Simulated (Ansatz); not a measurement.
## LaZn5Cu, from a guessed structure to a relaxed one

Starting from a made-up structure for LaZn5Cu, the aim is the relaxed cell, its shortest contacts and, where a second run follows, its electronic structure.

Calculated with Ansatz 0.2.0; DFT, PBEsol, plane-wave PAW, files of the set soft_1, scalar-relativistic, ferromagnetic start, cell and ions relaxed at zero pressure; PAW set soft_1, in the first sound run; inputs show where later runs differ.

## (1) The structure

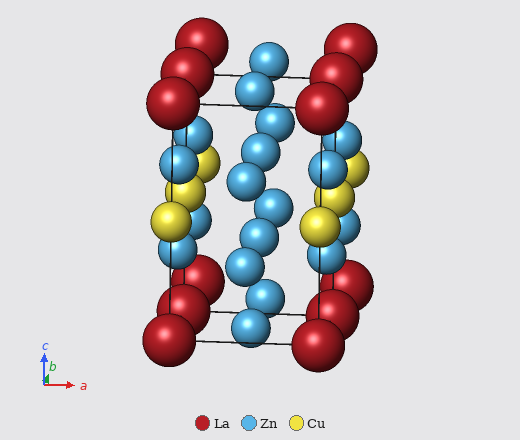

The cell as given, slightly off an axis (lanthanum red, zinc blue, copper yellow). 1×2×1 cells are drawn. Some periodic images of atoms are drawn too.

Coordinates:

```cif
data_structure
_symmetry_space_group_name_H-M 'P 1'
_symmetry_Int_Tables_number 1
_cell_length_a 4.2100
_cell_length_b 4.2100
_cell_length_c 6.8000
_cell_angle_alpha 90.000
_cell_angle_beta 90.000
_cell_angle_gamma 90.000
_cell_volume 120.52
loop_
_atom_site_label
_atom_site_type_symbol
_atom_site_fract_x
_atom_site_fract_y
_atom_site_fract_z
_atom_site_occupancy
La1 La 0.00000 0.00000 0.00000 1
Zn2 Zn 0.00000 0.50000 0.67980 1
Zn3 Zn 0.50000 0.00000 0.32020 1
Zn4 Zn 0.00000 0.50000 0.32020 1
Zn5 Zn 0.50000 0.00000 0.67980 1
Zn6 Zn 0.50000 0.50000 0.00000 1
Cu7 Cu 0.00000 0.00000 0.50000 1
```

## (2) Relaxing cell and atoms

The guess takes its coordinates from another compound and its volume from a rule, so the cell and any free coordinates are relaxed together.

The input, input.yaml:

```yaml
crystal:
  lattice:
    - [4.21, 0.0, 0.0]
    - [0.0, 4.21, 0.0]
    - [0.0, 0.0, 6.8]
  atoms:
    - { symbol: La, position: [0.0, 0.0, 0.0] }
    - { symbol: Zn, position: [0.0, 0.5, 0.6798] }
    - { symbol: Zn, position: [0.5, 0.0, 0.3202] }
    - { symbol: Zn, position: [0.0, 0.5, 0.3202] }
    - { symbol: Zn, position: [0.5, 0.0, 0.6798] }
    - { symbol: Zn, position: [0.5, 0.5, 0.0] }
    - { symbol: Cu, position: [0.0, 0.0, 0.5], spin: 0.6 }
magnetization:
  spin_polarized: true
kpoints:
  mp_grid: { grid: [6, 6, 4] }
scf:
  occupations: { method: fermi_dirac, width: 0.05 }
hamiltonian:
  xc: pbesol
  pseudopotentials: { kind: paw, azcp: { folder: soft_1 }, xc_functional: pbe }
relax:
  f_tol: 0.015
  max_steps: 70
  cell: {}
output:
  forces: true
  stress: true
```

Started as:

```console
> ansatz run input.yaml --threads 4 --pin off --max-ram 10240MiB --backend cpu --events-out ev --progress --plain --runs-dir out
```

Numbers of over 12 decimals in the logs are rounded to 6 here.

Log:

```text
Engine: ansatz 0.2.0, x86_64-unknown-linux-gnu
Pseudopotentials: kind: paw
Pseudopotential: La, paw, valence charge 11, recommended cutoff 420 eV (normal), soft_1/La.paw.azcp
Pseudopotential: Zn, paw, valence charge 12, recommended cutoff 420 eV (normal), soft_1/Zn.paw.azcp
Pseudopotential: Cu, paw, valence charge 19, recommended cutoff 420 eV (normal), soft_1/Cu.paw.azcp
Functional definition: PBEsol
  exchange = pbesol_x
  correlation = pbesol_c
Crystal: 7 atoms, lattice volume = 120.524 Å³
Basis set: ecut = 420 eV, 2307 PW (Γ), exchange–correlation on 60×60×96 points (8 copies of the dense FFT grid, shifted against one another)
Bands: 55, of which v1, the nominal top of the filled ones, is band 45 counted from 1 (44 counted from 0)
Symmetry: 16 space group operations
Space group: P4/mmm (ITA 123), of the structure as read, at distance tolerance 4.9e-5 Å
Magnetic group: BNS 123.339 (UNI 999), of the structure as read, at distance tolerance 4.9e-5 Å
k-points: 30 of 144
Non-local potential: La, projectors of the file, l = 0: 3, l = 1: 2, l = 2: 2, l = 3: 3
Non-local potential: Zn, projectors of the file, l = 0: 2, l = 1: 2, l = 2: 3, l = 3: 1
Non-local potential: Cu, projectors of the file, l = 0: 3, l = 1: 2, l = 2: 3, l = 3: 1
PAW form: soft (Blöchl's): semilocal exchange-correlation on the pseudo side does not see the compensation charge
PAW frozen core: La, regenerated for the run's functional, and the local potential with it (the file was generated under x = pbe(κ = 0.804, μ = 0.219515), c = pbe(β = 0.066725))
PAW frozen core: Zn, regenerated for the run's functional, and the local potential with it (the file was generated under x = pbe(κ = 0.804, μ = 0.219515), c = pbe(β = 0.066725))
PAW frozen core: Cu, regenerated for the run's functional, and the local potential with it (the file was generated under x = pbe(κ = 0.804, μ = 0.219515), c = pbe(β = 0.066725))
PAW one-centre angular grid: La, 590 points (default); XC on 64 Gauss nodes
PAW one-centre angular grid: Zn, 590 points (default); XC on 64 Gauss nodes
PAW one-centre angular grid: Cu, 590 points (default); XC on 64 Gauss nodes
Initial density: superposition of atomic densities (chi_scale 0.1, normalization cell, long waves kept (reshape's long-wave potential 0.03 eV rms))
Starting moments: Σ|m| = 0.6 μB on 1 of 7 sites
Initial wavefunctions: pseudopotential atomic-orbital guess
Functional: x = pbesol(κ = 0.804, μ = 0.123457), c = pbesol(β = 0.046)
SCF iter   1: F=—  HF=-29172.598493 eV  |F-HF|=—  |Δ(HF+E_count)|=         —  Δρ=4.13e-1 (↑4.13e-1 ↓3.99e-1)  dr2=1.02e3  dr2_m=5.81e-2  M=0.604 μB ∫|m|=0.625 μB  β_m=0.30  ethr=3.10e-3  ⟨swp⟩=6.2  Hψ=13476  notcnv=0
preconditioner: auto → Kerker (q_TF=auto, 2.599 Å⁻¹)  [metal: Δε(μ)=0.004 eV  Ē_g=6.096 eV  σ=0.050 eV  W_gap=0.02  n_scr=36 (ndim 8)  ℏωp=30.3 eV  f_vac=0.001  D(μ)=25.35/eV (n_scr^D=468)]
spin=Collinear: Kerker preconditioning applied to the charge; magnetization (m = ρ↑ − ρ↓) channel mixes plain (no charge-response kernel on spin).
SCF iter   2: F=—  HF=-29196.171950 eV  |F-HF|=—  |Δ(HF+E_count)|=    2.36e1  Δρ=2.00e-1 (↑1.52e-1 ↓2.00e-1)  dr2=8.57e1  dr2_m=7.40e-1  M=0.032 μB ∫|m|=0.036 μB  β_m=0.30  ethr=3.10e-3  ⟨swp⟩=9.0  Hψ=16550  notcnv=0  defer=15
SCF iter   3: F=—  HF=-29163.873520 eV  |F-HF|=—  |Δ(HF+E_count)|=    3.23e1  Δρ=1.18e-1 (↑8.61e-2 ↓1.18e-1)  dr2=3.28e1  dr2_m=3.33e-1  M=0.028 μB ∫|m|=0.031 μB  β_m=0.30  ethr=3.10e-3  ⟨swp⟩=4.1  Hψ=12688  notcnv=0  defer=165
SCF iter   4: F=—  HF=-29157.575546 eV  |F-HF|=—  |Δ(HF+E_count)|=    6.30e0  Δρ=4.91e-2 (↑4.91e-2 ↓3.26e-2)  dr2=5.31e0  dr2_m=1.10e-1  M=0.054 μB ∫|m|=0.072 μB  β_m=0.30  ethr=3.10e-3  ⟨swp⟩=4.6  Hψ=10935  notcnv=0  defer=175
SCF iter   5: F=—  HF=-29165.347947 eV  |F-HF|=—  |Δ(HF+E_count)|=    7.77e0  Δρ=1.11e-1 (↑9.30e-2 ↓1.11e-1)  dr2=3.01e1  dr2_m=9.91e-2  M=0.014 μB ∫|m|=0.016 μB  β_m=0.30  ethr=3.10e-3  ⟨swp⟩=4.3  Hψ=12639  notcnv=0  defer=193
SCF iter   6: F=—  HF=-29156.067442 eV  |F-HF|=—  |Δ(HF+E_count)|=    9.28e0  Δρ=4.40e-2 (↑3.16e-2 ↓4.40e-2)  dr2=4.79e0  dr2_m=4.54e-2  M=0.013 μB ∫|m|=0.016 μB  β_m=0.30  ethr=3.10e-3  ⟨swp⟩=5.0  Hψ=9626  notcnv=0  defer=114
SCF iter   7: F=—  HF=-29155.677870 eV  |F-HF|=—  |Δ(HF+E_count)|=   3.90e-1  Δρ=3.51e-2 (↑2.62e-2 ↓3.51e-2)  dr2=3.21e0  dr2_m=2.30e-2  M=0.011 μB ∫|m|=0.013 μB  β_m=0.30  ethr=3.10e-3  ⟨swp⟩=2.5  Hψ=4448  notcnv=0  defer=112
SCF iter   8: F=—  HF=-29155.098465 eV  |F-HF|=—  |Δ(HF+E_count)|=   5.79e-1  Δρ=2.08e-2 (↑2.08e-2 ↓1.51e-2)  dr2=1.04e0  dr2_m=9.49e-3  M=0.017 μB ∫|m|=0.019 μB  β_m=0.30  ethr=3.10e-3  ⟨swp⟩=4.3  Hψ=7577  notcnv=0  defer=110
SCF iter   9: F=—  HF=-29155.002845 eV  |F-HF|=—  |Δ(HF+E_count)|=   9.56e-2  Δρ=7.15e-3 (↑7.15e-3 ↓2.69e-3)  dr2=7.65e-2  dr2_m=6.06e-3  M=0.010 μB ∫|m|=0.012 μB  β_m=0.30  ethr=1.15e-3  ⟨swp⟩=3.1  Hψ=5040  notcnv=0  defer=131
SCF iter  10: F=—  HF=-29154.984494 eV  |F-HF|=—  |Δ(HF+E_count)|=   1.84e-2  Δρ=4.82e-3 (↑4.82e-3 ↓1.48e-3)  dr2=4.06e-2  dr2_m=3.46e-3  M=0.008 μB ∫|m|=0.010 μB  β_m=0.30  ethr=8.50e-5  ⟨swp⟩=2.6  Hψ=6587  notcnv=0  defer=129
Mixer restart at iter 10: flushing history
spin-set hold released at iteration 10 (site moments contracting): the magnetisation degrees of freedom join the quasi-Newton model from the next iteration; the mixer history was flushed
SCF iter  11: F=—  HF=-29154.980310 eV  |F-HF|=—  |Δ(HF+E_count)|=   4.18e-3  Δρ=2.25e-3 (↑9.48e-4 ↓2.25e-3)  dr2=2.85e-3  dr2_m=2.02e-3  M=0.006 μB ∫|m|=0.007 μB  β_m=0.30  ethr=4.52e-5  ⟨swp⟩=2.0  Hψ=4917  notcnv=0  defer=128
SCF iter  12: F=—  HF=-29154.980324 eV  |F-HF|=—  |Δ(HF+E_count)|=   1.40e-5  Δρ=1.23e-3 (↑1.23e-3 ↓1.12e-3)  dr2=2.07e-3  dr2_m=1.19e-3  M=0.004 μB ∫|m|=0.006 μB  β_m=0.46  ethr=3.17e-6  ⟨swp⟩=2.2  Hψ=6496  notcnv=0  defer=118
SCF iter  13: F=—  HF=-29154.981691 eV  |F-HF|=—  |Δ(HF+E_count)|=   1.37e-3  Δρ=1.18e-3 (↑3.82e-4 ↓1.18e-3)  dr2=1.58e-3  dr2_m=2.75e-4  M=0.002 μB ∫|m|=0.003 μB  β_m=0.73  ethr=2.30e-6  ⟨swp⟩=2.0  Hψ=5298  notcnv=0  defer=118
SCF iter  14: F=—  HF=-29154.982158 eV  |F-HF|=—  |Δ(HF+E_count)|=   4.66e-4  Δρ=4.65e-4 (↑2.53e-4 ↓4.65e-4)  dr2=4.02e-4  dr2_m=5.78e-5  M=0.001 μB ∫|m|=0.001 μB  β_m=0.55  ethr=1.75e-6  ⟨swp⟩=2.0  Hψ=5464  notcnv=0  defer=118
SCF iter  15: F=—  HF=-29154.982117 eV  |F-HF|=—  |Δ(HF+E_count)|=   4.08e-5  Δρ=1.10e-4 (↑1.10e-4 ↓1.03e-4)  dr2=1.12e-4  dr2_m=4.35e-6  M=0.000 μB ∫|m|=0.001 μB  β_m=0.78  ethr=4.46e-7  ⟨swp⟩=2.0  Hψ=5602  notcnv=0  defer=118
[...]
SCF 3 converged in 7 iterations: F = -29155.141364 eV  dr2 = 4.67e-7
relax step   3: F+E_penalty+E_count = -29155.14136360 eV  Δ(F+E_penalty+E_count) = -3.193e-2 eV  max|allowed force component| = 2.041e-1 eV/Å  Δτ_max = 0.0259 Å  P = +0.241 GPa  Ω = 128.757 Å³  energy of the carried Pulay correction = -4.041e-3 eV  (7 SCF iters, dr2 threshold 7.00e-7 eV, accepted)
[...]
relax step   4: F+E_penalty+E_count = -29155.15091584 eV  Δ(F+E_penalty+E_count) = -9.552e-3 eV  max|allowed force component| = 3.961e-2 eV/Å  Δτ_max = 0.0219 Å  P = +0.068 GPa  Ω = 128.807 Å³  energy of the carried Pulay correction = -4.065e-3 eV  (7 SCF iters, dr2 threshold 7.00e-7 eV, accepted)
[...]
relax step   5: F+E_penalty+E_count = -29155.15192991 eV  Δ(F+E_penalty+E_count) = -1.014e-3 eV  max|allowed force component| = 4.693e-3 eV/Å  Δτ_max = 0.0037 Å  P = +0.004 GPa  Ω = 128.814 Å³  energy of the carried Pulay correction = -4.069e-3 eV  (6 SCF iters, dr2 threshold 2.70e-7 eV, accepted)
Initial wavefunctions: pseudopotential atomic-orbital guess (no wavefunctions were taken with the density)
iter 1 solved again at ethr=7.76e-7 eV; its pass at ethr=3.10e-3 eV (dr2=6.99e-4 eV) is discarded
SCF iter   1: F=—  HF=-29155.152045 eV  |F-HF|=—  |Δ(HF+E_count)|=         —  Δρ=6.15e-4 (↑6.15e-4 ↓6.15e-4)  dr2=5.66e-5  dr2_m=5.01e-11  M=-0.000 μB ∫|m|=0.000 μB  β_m=0.30  ethr=7.76e-7  ⟨swp⟩=3.0  Hψ=21724  notcnv=0
preconditioner: auto → Kerker (q_TF=auto, 2.570 Å⁻¹)  [metal: Δε(μ)=0.015 eV  Ē_g=8.568 eV  σ=0.050 eV  W_gap=0.07  n_scr=36 (ndim 8)  ℏωp=29.3 eV  f_vac=0.012  D(μ)=5.08/eV (n_scr^D=36)]
spin=Collinear: Kerker preconditioning applied to the charge; magnetization (m = ρ↑ − ρ↓) channel mixes plain (no charge-response kernel on spin).
SCF iter   2: F=—  HF=-29155.153975 eV  |F-HF|=—  |Δ(HF+E_count)|=   1.93e-3  Δρ=4.43e-4 (↑4.43e-4 ↓4.43e-4)  dr2=4.86e-5  dr2_m=2.46e-11  M=-0.000 μB ∫|m|=0.000 μB  β_m=0.59  ethr=6.29e-8  ⟨swp⟩=2.0  Hψ=5542  notcnv=0
SCF iter   3: F=—  HF=-29155.155632 eV  |F-HF|=—  |Δ(HF+E_count)|=   1.66e-3  Δρ=8.51e-5 (↑8.51e-5 ↓8.51e-5)  dr2=2.31e-6  dr2_m=9.88e-13  M=-0.000 μB ∫|m|=0.000 μB  β_m=0.55  ethr=5.40e-8  ⟨swp⟩=2.0  Hψ=5502  notcnv=0
SCF iter   4: F=—  HF=-29155.155677 eV  |F-HF|=—  |Δ(HF+E_count)|=   4.41e-5  Δρ=2.62e-5 (↑2.62e-5 ↓2.62e-5)  dr2=1.90e-6  dr2_m=1.18e-13  M=-0.000 μB ∫|m|=0.000 μB  β_m=0.51  ethr=2.57e-9  ⟨swp⟩=2.0  Hψ=6006  notcnv=0
SCF iter   5: F=—  HF=-29155.155677 eV  |F-HF|=—  |Δ(HF+E_count)|=   7.80e-7  Δρ=1.25e-5 (↑1.25e-5 ↓1.25e-5)  dr2=4.85e-7  dr2_m=7.39e-14  M=-0.000 μB ∫|m|=0.000 μB  β_m=0.51  ethr=2.11e-9  ⟨swp⟩=2.0  Hψ=5922  notcnv=0
SCF iter   6: F=—  HF=-29155.155678 eV  |F-HF|=—  |Δ(HF+E_count)|=   2.97e-7  Δρ=5.46e-6 (↑5.46e-6 ↓5.46e-6)  dr2=1.02e-7  dr2_m=3.28e-14  M=-0.000 μB ∫|m|=0.000 μB  β_m=0.76  ethr=5.39e-10  ⟨swp⟩=2.0  Hψ=5350  notcnv=0
SCF iter   7: F=—  HF=-29155.155678 eV  |F-HF|=—  |Δ(HF+E_count)|=   7.82e-8  Δρ=2.05e-6 (↑2.05e-6 ↓2.05e-6)  dr2=2.79e-8  dr2_m=1.12e-14  M=-0.000 μB ∫|m|=0.000 μB  β_m=0.88  ethr=1.14e-10  ⟨swp⟩=2.0  Hψ=5477  notcnv=0
SCF iter   8: F=—  HF=-29155.155678 eV  |F-HF|=—  |Δ(HF+E_count)|=   1.30e-8  Δρ=1.85e-6 (↑1.85e-6 ↓1.85e-6)  dr2=1.85e-8  dr2_m=2.96e-15  M=-0.000 μB ∫|m|=0.000 μB  β_m=0.67  ethr=3.10e-11  ⟨swp⟩=2.0  Hψ=5314  notcnv=0
SCF iter   9: F=—  HF=-29155.155678 eV  |F-HF|=—  |Δ(HF+E_count)|=   3.21e-9  Δρ=5.99e-7 (↑5.99e-7 ↓5.99e-7)  dr2=6.16e-9  dr2_m=1.58e-15  M=-0.000 μB ∫|m|=0.000 μB  β_m=0.83  ethr=2.06e-11  ⟨swp⟩=2.0  Hψ=4772  notcnv=0
SCF iter  10: F=-29155.155675 eV  HF=-29155.155675 eV  |F-HF|=1.82e-11  |Δ(HF+E_count)|=   2.48e-6  Δρ=6.93e-8 (↑6.92e-8 ↓6.93e-8)  dr2=4.85e-11  dr2_m=9.49e-17  M=0.000 μB ∫|m|=0.000 μB  ethr=1.00e-12  ⟨swp⟩=3.1  Hψ=14503  notcnv=0
the starting moments were not kept: the SCF closed with an absolute magnetisation of 4.9e-8 μB, where they sum to 0.6 μB in size (1 site). That is at most 0.1 of that sum. Measured as dr2_m measures the in/out step, that magnetisation stands 7.7e-17 eV from none, at or under the dr2_threshold of 7.0e-11 eV: it is no larger than a step whose dr2_m would equal this threshold.
SCF 6 converged in 10 iterations: F = -29155.155675 eV  dr2 = 4.85e-11
relax step   6: F+E_penalty+E_count = -29155.15567527 eV  Δ(F+E_penalty+E_count) = -3.745e-3 eV  max|allowed force component| = 4.466e-3 eV/Å  Δτ_max = 0.0000 Å  P = -0.010 GPa  Ω = 128.814 Å³  stress off target by 1.65e-2 GPa  SCF on the basis re-selected at this cell (its energy is not comparable with the rows above)  (10 SCF iters)
basis re-selected at this cell: Δ(F+E_penalty+E_count) = -3.745e-3 eV, ΔP = -0.014 GPa vs the last step (what re-selecting the basis moved, of the pressure what is left beyond the Pulay correction that the steps carried, after the strain that the cell walked since its last selection, with what the two solves' SCF thresholds leave and, on support functions, any second-order correction that the steps lacked; it is no m [...]
SCF converged after 10 iterations
Magnetization: 0.0000 μB (45.0000 up, 45.0000 down)
Absolute magnetization: 0.0000 μB (∫|ρ↑−ρ↓|, with the PAW one-centre terms)
Spin contamination: 0.0000 ħ² per cell (⟨S²⟩ above its minimum at these occupations)
Per-site moments (μB) at R_I (Å): [(7.001230310857426e-9, 1.261565), (1.2645847375983491e-9, 1.036393), (1.2645849032153076e-9, 1.036393), (1.2645847213281052e-9, 1.036393), (1.2645852180685807e-9, 1.036393), (5.729595274681066e-9, 1.261565), (-7.673935784464751e-11, 1.036393)]
Free energy (F): -29155.155675 eV
Harris-Foulkes:  -29155.155675 eV  (|F-HF|=1.82e-11)
Internal energy: -29155.114989 eV  (E = F + TS)
E sigma→0 (E₀):  -29155.135332 eV
Entropy (-TS):   -0.040687 eV (-5.812 meV/atom)
Fermi energy:    10.370145 eV
--- Per-component energies (eV) ---
  E_band       = -290.895179
  E_kinetic    = 1188.726217
  E_local      = -16153.068884  (includes V_loc(G=0)·N_el)
  E_nonlocal   = 5065.061985
  E_hartree    = 6494.556024
  E_xc         = -600.952514
  E_vxc        = -492.462810  (∫ρ·V_xc dr)
  E_paw        = -16393.115442  (= ΣΔE_a)
  E_vpaw       = -2888.263384  (= ΣTr[D̂ρ^β])
  E_aug_tail   = -0.000254  (compensation charges beyond the density's cutoff)
  E_ewald      = -8760.684140
  E_core_change = 4.362018  (= ΣΔE_core)
  E_smearing   = -0.040687  (= −TS)
  E_closure    = 0.000000  (closes the sum)
  Σ components = -29155.155675   (vs F -29155.155675, Δ=0.00e0)
--- Forces (eV/Å), atoms counted from 1 ---
  atom   1  La     0.00000000    -0.00000000     0.00000000
  atom   2  Zn     0.00000000    -0.00000000     0.00446553
  atom   3  Zn     0.00000000    -0.00000000    -0.00446553
  atom   4  Zn    -0.00000000     0.00000000    -0.00446553
  atom   5  Zn    -0.00000000     0.00000000     0.00446553
  atom   6  Zn     0.00000000     0.00000000     0.00000000
  atom   7  Cu     0.00000000    -0.00000000     0.00000000
  max |Σ_I F_I| component: 4.16e-17 eV/Å
--- Stress (GPa, compression-positive) ---
       -0.016463      -0.000000      -0.000000
       -0.000000      -0.016463       0.000000
       -0.000000       0.000000       0.001586
  P = ⅓ Tr σ = -0.0104 GPa (-0.104 kbar)
--- Relaxed structure (5 steps of the walk, 5 accepted, 1 SCFs on fresh bases) ---
  F+E_penalty+E_count = -29155.15567527 eV   max|allowed force component| = 4.466e-3 eV/Å   (the final SCF, on the basis selected at the relaxed cell)
  cell:  # Å, volume = 128.8140 Å³
    - [4.325146, 0, 0]
    - [0, 4.325146, 0]
    - [0, 0, 6.885909]
  atoms:
    - { symbol: La, position: [0, 0, 0] }
    - { symbol: Zn, position: [0, 0.5, 0.685738] }
    - { symbol: Zn, position: [0.5, 0, 0.314262] }
    - { symbol: Zn, position: [0, 0.5, 0.314262] }
    - { symbol: Zn, position: [0.5, 0, 0.685738] }
    - { symbol: Zn, position: [0.5, 0.5, 0] }
    - { symbol: Cu, position: [0, 0, 0.500000] }
```

Run time: 54 s. Hardware: 4 threads of AMD EPYC 7B13 (Zen 3), shared host; peak memory 0.79 GiB.

Relaxation path:

```tsv
step	energy less that of the first step (eV)	largest force component (eV/Å)	pressure (GPa)	volume (Å³)
1	0.0000	0.4668	5.79	120.52
2	-0.1273	0.3983	0.63	128.40
3	-0.1593	0.2041	0.24	128.76
4	-0.1688	0.0396	0.07	128.81
5	-0.1698	0.0047	0.00	128.81
6*	-0.1736	0.0045	-0.01	128.81
```

Relaxation steps marked * repeat the geometry before them on a plane-wave basis chosen anew for their cell, so energy and pressure can jump there.

Forces are held to the 16 operations that the run works with; a distortion that breaks them can't arise in this run.

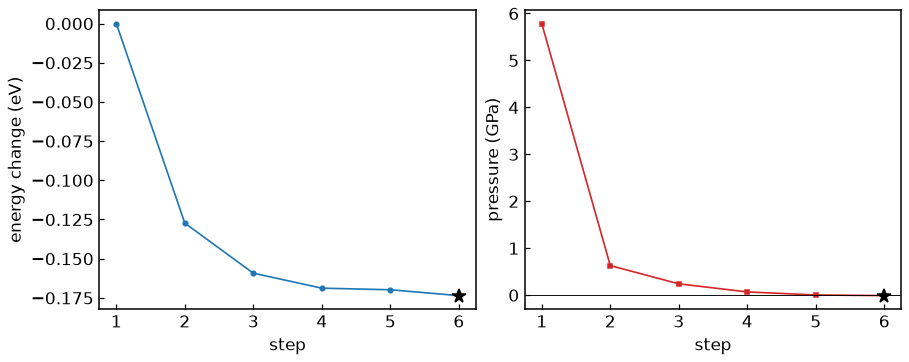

Energy and pressure along the relaxation. Stars mark steps on a basis chosen anew.

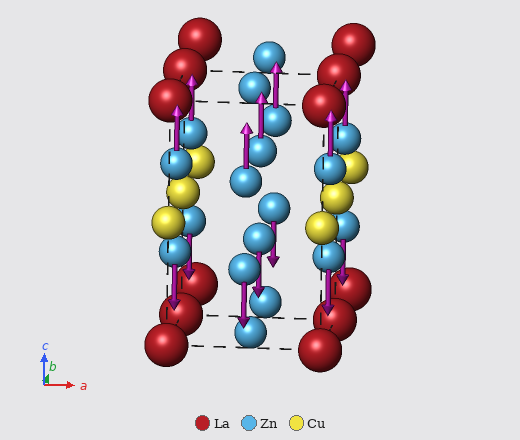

Displacements in the relaxation, exaggerated, measured against the changing cell; the longest in the cell stands for 0.04 Å. 1×2×1 cells are drawn. Some periodic images of atoms are drawn too.

```tsv
conventional cell, symmetrised	before	after	change
a (Å)	4.210	4.325	+2.7 %
b (Å)	4.210	4.325	+2.7 %
c (Å)	6.800	6.886	+1.3 %
volume (Å³/atom)	17.22	18.40	+6.9 %
```

The atoms that moved most (Å, as changes of fractional coordinates times the final cell):

```tsv
atom	dx	dy	dz	length
Zn4	0.000	0.000	-0.041	0.041
Zn3	0.000	0.000	-0.041	0.041
Zn2	0.000	0.000	0.041	0.041
Zn5	0.000	0.000	0.041	0.041
```

Numbers from this step:

```
free energy             : -29155.1557 eV
energy at zero smearing : -29155.1353 eV
smearing term TS        : 0.04069 eV
Fermi energy            : 10.37 eV
electrons               : 90
symmetry operations     : 16
pressure                : -0.01045 GPa
```

Shortest distances by pair of elements, guess and relaxed (not always the same contact):

```tsv
pair	guess (Å)	relaxed (Å)
Cu–Zn	2.434	2.512
Zn–Zn	2.445	2.558
La–Zn	2.977	3.058
Cu–La	3.400	3.443
La–La	4.210	4.325
```

The relaxation ends with a largest force component of 0.0045 eV/Å and a pressure of -0.01 GPa. The starting moments have collapsed: the run ends non-magnetic.

[end of part 1 of 2]

[Logs are printed without paths, hosts, clocks, repeated set-up lines and the standing remarks that a program may print on its own settings, such as how far it seeks lower states.]

[Hosts, paths, dates, database ids (printed as entryN), source tags and the programs' standing remarks are cut or masked in the printed files.]
